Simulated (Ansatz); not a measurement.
CH3NSi (SMILES [N-]=[C][SiH3]) (charge −1, doublet)

Input file:

```
crystal:
  periodic: [false, false, false]
  atoms:
    - {symbol: C, position_ang: [-1.217615, -2.458415, 0.756571]}
    - {symbol: "N", position_ang: [-1.719984, -3.418404, 1.247766]}
    - {symbol: Si, position_ang: [-0.560519, -0.539325, 0.715634]}
    - {symbol: H, position_ang: [0.853979, -0.844130, 0.252733]}
    - {symbol: H, position_ang: [-1.302647, -0.122767, -0.542824]}
    - {symbol: H, position_ang: [-0.292363, 0.937445, 1.327966]}
basis:
  gaussian:
    orbitals: def2-TZVPD
total_charge: -1
magnetization:
  spin_polarized: true
  initial_magnetization: 1
hamiltonian:
  xc: pbe0
output:
  forces: true
  orbitals: {seedname: orbitals}
```

Launched as:

```sh
ansatz run input.yaml --threads 2 --pin off --max-ram 4350MiB --events-out events.jsonl --progress --plain --runs-dir runs
```

Geometry: BLYP-D3(BJ)/def2-SVPD; the highest occupied orbital lies above zero, a sign that basis and functional describe the outermost electron poorly.

Theory: Ansatz, isolated molecule in a Gaussian basis; Kohn-Sham density functional theory, functional PBE0.

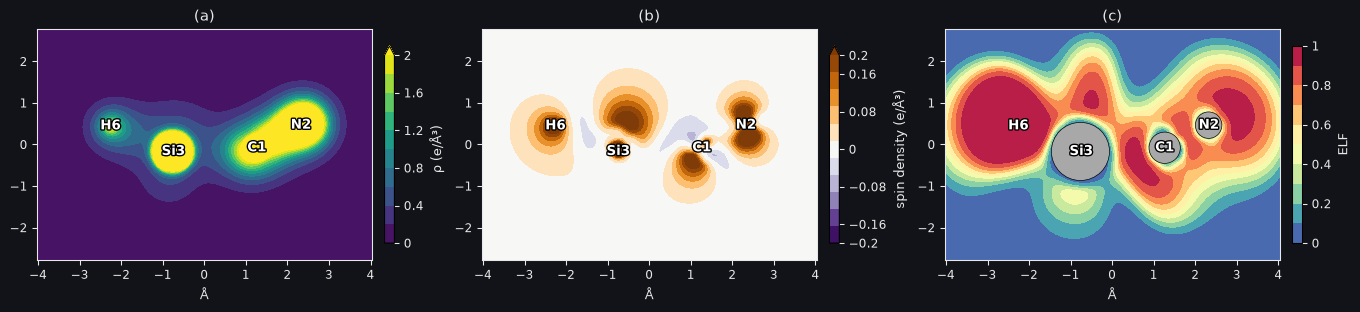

Figure 1. (a) electron density; (b) spin density; (c) electron localisation function on the plane of atoms N2, C1 and Si3. Grey discs cover the atomic cores in the ELF map.

> What do the fields say about this system?

- The section cuts through C, N, Si and H sites.
- C–N (1.19 Å): the density is about 3.4 e/Å³ at the midpoint; the ELF peaks at about 0.85 between the atoms: a multiple bond.
- C–Si (2.03 Å): ρ is about 0.65 e/Å³ halfway, with its minimum of 0.54 e/Å³ about 1.2 Å from C; the ELF peaks at about 0.95 between the atoms (localised, covalent bonding).
- The ELF also peaks beside N2, away from the bonds: non-bonding electrons, paired or unpaired.
- The unpaired spin (1 electron) lies mostly on Si3 (about 0.5), H6 (about 0.2), C1 (about 0.1) and N2 (about 0.1), in electrons by Hirshfeld's partition.

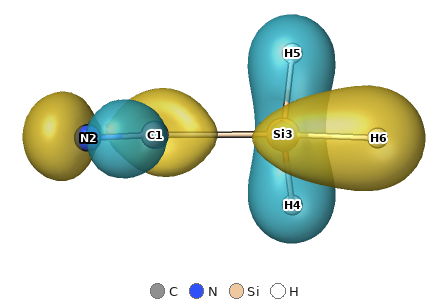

Figure 2. The HOMO−1 (α) at ±0.15 Å⁻³ᐟ² (yellow and cyan are the two phases), seen across its widest extent.

> Where does this orbital lie, and at what energy?

By Hirshfeld shares it lies mainly on Si3 (about 30 %), N2 (about 20 %), H6 (about 15 %), C1 (about 15 %), H4 (about 10 %) and H5 (about 10 %). Its energy is −3.61 eV.
